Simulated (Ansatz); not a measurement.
## TaSi2 under a change: Ta vacancy

Take an 18-atom supercell of TaSi$_{2}$ (space group P6_222, No. 180; a = 4.759 Å, c = 6.561 Å) at its relaxed geometry as the base.

Perturbation: a neutral Ta vacancy, atoms relaxed at fixed cell, starting from a slightly rattled geometry.

Calculations: DFT with PBEsol, PAW potentials and a 420 eV plane-wave cutoff in Ansatz (a program for electronic structure), spin-orbit coupling left out. k-mesh 4×7×5 (Γ-centred); smearing 0.05 eV (Fermi–Dirac).

The pressure goes from zero to -3.2 GPa and the largest displacement of a host atom from its site in the perfect cell is 0.15 Å. The mean distance from the defect site to its nearest host atoms decreases by 0.13 Å to 2.47 Å.

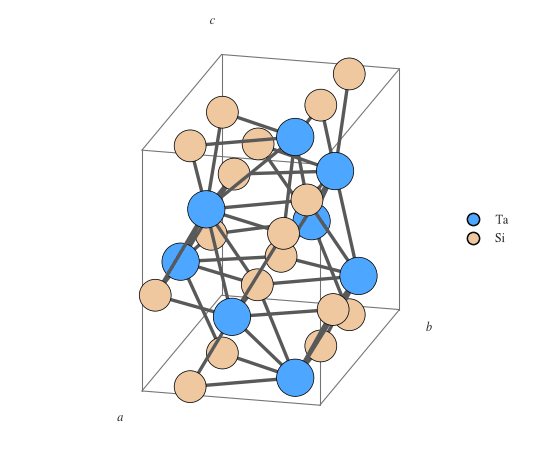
Figure: The relaxed cell after the change

The cell is small, so the values are those of an ordered compound at a high defect concentration; dilute-limit values will differ. All final runs are without spin polarisation. An odd electron count without spin: Ta5Si12 and TaSi2. The defect cell is not spin-polarised.
